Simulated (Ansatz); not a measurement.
**BH4 (doublet): trial inputs and their diagnosis at distance B1–H4 along a hydrogen transfer = 1.339 Å**

3 inputs are run for BH4 (doublet) as typed; the log has to tell whether the result can be used and what must change.

Method: the settings change from run to run; program: Ansatz 0.2.0, Gaussian basis.

4 further runs of the same task are left out: 4 that didn't finish.

## 1. What is computed

The geometry derives from fragments relaxed apart (PBE0/def2-TZVP) and kept rigid, so it is no stationary point. A hydrogen atom is moved between rigid fragments.

5 atoms, charge 0, spin multiplicity 2.

Atoms are counted from 1 here; the program's logs count them from 0.

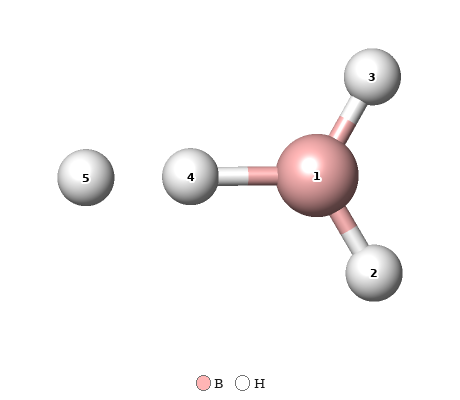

The geometry (boron pink, hydrogen white); atoms are numbered from 1 in the order of the file.

## 2. Input 1

in.yaml reads:

```yaml
crystal:
  periodic: [false, false, false]
  atoms:
    - {symbol: B, position_ang: [-0.176189, 0.000000, 0.000000]}
    - {symbol: H, position_ang: [-0.772923, 1.033571, 0.000000]}
    - {symbol: H, position_ang: [-0.772922, -1.033571, 0.000000]}
    - {symbol: H, position_ang: [1.162811, 0.000000, 0.000000]}
    - {symbol: H, position_ang: [2.272811, 0.000000, 0.000000]}
basis:
  gaussian: {orbitals: STO-3G}
magnetization: {spin_polarized: false, initial_magnetization: 1}
correlation: {method: sc_nevpt2, electrons: all, active_space: {window: {electrons: 1, orbitals: 3}, states: [{multiplicity: 2, weights: [0.5, 0.5]}]}}
scf: {lower_state_search: off}
output: {forces: true}
```

Launch:

```
$ ansatz run in.yaml --threads 1 --pin off --events-out ev --progress --plain --max-ram 2393MiB
```

What it wrote:

```text
Functional definition: HF
  name "HF"
  cite "Fock, Z. Phys. 61, 126 (1930) doi:10.1007/BF01340294"
  parent pbe
  exchange = exact_x
  correlation = 0
these checks for a lower state are left out or cut short: stability, starts, cluster_reference, orbital_swaps, neighbouring_geometries, increment
125 factors; integrals over basis functions are off by at most 5.7e-8 eV
mean field evaluation 1: about -719.5081 eV, gradient 1.1e1 eV
mean field evaluation 2: about -719.5281 eV, gradient 1.1e1 eV
mean field evaluation 4: about -720.8407 eV, gradient 1.6e0 eV
mean field evaluation 8: about -720.8973 eV, gradient 1.2e-4 eV
mean field -720.89732394 eV, -26.4924880132 hartree, gradient 2.7e-6 eV, S^2 0.750000; 0 other end points of the search recorded, 0 dependent functions left out
reference -720.89732394 eV, -26.4924880132 hartree; 5, 4 occupied and 4, 5 virtual orbitals, 125 factors
state -719.97765367 eV, -26.4586907539 hartree
state -717.22134405 eV, -26.3573982439 hartree
state -719.97765367 eV, -26.4586907539 hartree; corrected -721.61808260 eV, -26.5189754054 hartree
state -717.22134405 eV, -26.3573982439 hartree; corrected -718.70595864 eV, -26.4119568237 hartree
WARN: 1 active orbitals are nearly empty or full. The corrections depend on them more than the energy does, and are more stable in an active space without them
the calculation of the forces begins
Error: an active orbital is full or empty, and SC-NEVPT2 has no forces then: leave it out of the active space
```

Run time: 0.09 s. Hardware: 1 thread of Intel Xeon Platinum 8488C, shared host.

What is wrong: The run stopped with an error. It says: «an active orbital is full or empty, and SC-NEVPT2 has no forces then: leave it out of the active space». Cure: drop the forces, or choose an active space whose orbitals are all partly filled.

## 3. Input 2

in.yaml reads:

```yaml
crystal:
  periodic: [false, false, false]
  atoms:
    - {symbol: B, position_ang: [-0.176189, 0.000000, 0.000000]}
    - {symbol: H, position_ang: [-0.772923, 1.033571, 0.000000]}
    - {symbol: H, position_ang: [-0.772922, -1.033571, 0.000000]}
    - {symbol: H, position_ang: [1.162811, 0.000000, 0.000000]}
    - {symbol: H, position_ang: [2.272811, 0.000000, 0.000000]}
basis:
  gaussian: {orbitals: 6-31G}
magnetization: {spin_polarized: false, initial_magnetization: 1}
correlation: {active_space: {ras: {orbitals: [3, 1, 12], electrons: 8, max_holes: 2, max_particles: 2}, fixed_orbitals: true}}
accuracy: high
scf: {omitted_lower_state_checks: [cluster_reference]}
output: {forces: true}
```

The command is unchanged.

What it wrote:

```text
Functional definition: HF
  name "HF"
  cite "Fock, Z. Phys. 61, 126 (1930) doi:10.1007/BF01340294"
  parent pbe
  exchange = exact_x
  correlation = 0
these checks for a lower state are left out or cut short: cluster_reference
406 factors; integrals over basis functions are off by at most 3.3e-9 eV
mean field evaluation 1: about -729.4950 eV, gradient 9.3e0 eV
mean field evaluation 2: about -729.4906 eV, gradient 9.3e0 eV
mean field evaluation 4: about -730.2945 eV, gradient 1.2e0 eV
mean field evaluation 8: about -730.3426 eV, gradient 2.5e-2 eV
mean field evaluation 16: about -727.6843 eV, gradient 3.7e-3 eV
mean field evaluation 32: about -727.6819 eV, gradient 2.5e-2 eV
mean field -730.34260918 eV, -26.8395958432 hartree, gradient 3.0e-8 eV, S^2 0.750000; 3 other end points of the search recorded, 0 dependent functions left out
reference -730.34260918 eV, -26.8395958432 hartree; 5, 4 occupied and 12, 13 virtual orbitals, 406 factors
Error: 8 electrons in 16 orbitals form no window around the highest filled level of the reference
```

It took 0.15 s on 1 thread of Intel Xeon Platinum 8488C, shared host.

Diagnosis: The run stopped with an error. The electron count of the restricted space is wrong. To mend it, count the correlated electrons again.

## 4. Input 3

in.yaml reads:

```yaml
crystal:
  periodic: [false, false, false]
  atoms:
    - {symbol: B, position_ang: [-0.176189, 0.000000, 0.000000]}
    - {symbol: H, position_ang: [-0.772923, 1.033571, 0.000000]}
    - {symbol: H, position_ang: [-0.772922, -1.033571, 0.000000]}
    - {symbol: H, position_ang: [1.162811, 0.000000, 0.000000]}
    - {symbol: H, position_ang: [2.272811, 0.000000, 0.000000]}
basis:
  gaussian: {orbitals: "6-31G*", point_charges: [{charge: 0.50, position_ang: [6.192, 0.720, 0.441]}]}
magnetization: {spin_polarized: false, initial_magnetization: 1}
hamiltonian: {xc: {name: PBE}, pseudopotentials: {relativity: none}}
correlation: {method: qcisd_t, electrons: outside_noble_gas}
```

Same command.

What it wrote:

```text
Error: YAML parse error: error: line 13 column 23: unknown variant `qcisd_t`, expected one of mp2, rpa, ccsd, ccsd_t, bccd, bccd_t, ccsdt, ccsdt_q, ccsdt_q_b, ccsdtq, fci, sc_nevpt2, fic_nevpt4_sd, fic_mrcisd_q, fic_mrcisd_q_relaxed
  --> <input>:13:23
   |
11 | magnetization: {spin_polarized: false, initial_magnetization: 1}
12 | hamiltonian: {xc: {name: PBE}, pseudopotentials: {relativity: none}}
13 | correlation: {method: qcisd_t, electrons: outside_noble_gas}
   |                       ^ unknown variant `qcisd_t`, expected one of mp2, rpa, ccsd, ccsd_t, bccd, bccd_t, ccsdt, ccsdt_q, ccsdt_q_b, ccsdtq, fci, sc_nevpt2, fic_nevpt4_sd, fic_mrcisd_q, fic_mrcisd_q_relaxed
```

Wall time 0.03 s (1 thread of Intel Xeon Platinum 8488C, shared host).

What is wrong: The run was refused. The method's name isn't one that the program knows. Fix: name one from the list in the message.

## 5. Summary

| input | level | ended | cause | time |
| --- | --- | --- | --- | --- |
| 1 | NEVPT2(1,3)/STO-3G | stopped by an error | an active orbital is full or empty, and SC-NEVPT2 has no forces then: leave it out of the active space | 0.09 s |
| 2 | CISD/6-31G | stopped by an error | the electron count of the restricted space is wrong | 0.15 s |
| 3 | 'qcisd_t'/6-31G* | refused | the method's name isn't one that the program knows | 0.03 s |

2 stopped by an error, 1 refused.
